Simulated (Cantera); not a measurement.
Input: 1 mol SiH2Cl2, 0.016 mol C2H2, 81 mol H2, held at 827 °C.

Equilibrium computed with Cantera from the NASA thermochemical tables; the gas is ideal and each condensed phase is pure. Candidate condensed phases: C, C6H6, C7H8, C8H18, Si, SiC; 109 gas species. Mutual solubility and eutectic melting of coexisting phases are not modelled. The tables' values for SiCl3 are old estimates; treat these amounts as uncertain. The numbers say what is thermodynamically allowed, not how fast it happens.

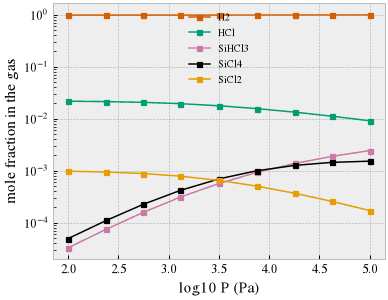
Equilibrium gas composition (values under 1e-9 drawn at 1e-9)

Read off the mole fractions at 135 Torr.

H2 about 0.98, HCl about 0.013, SiHCl3 about 0.0014, SiCl4 about 0.0013, SiCl2 about 0.00037.
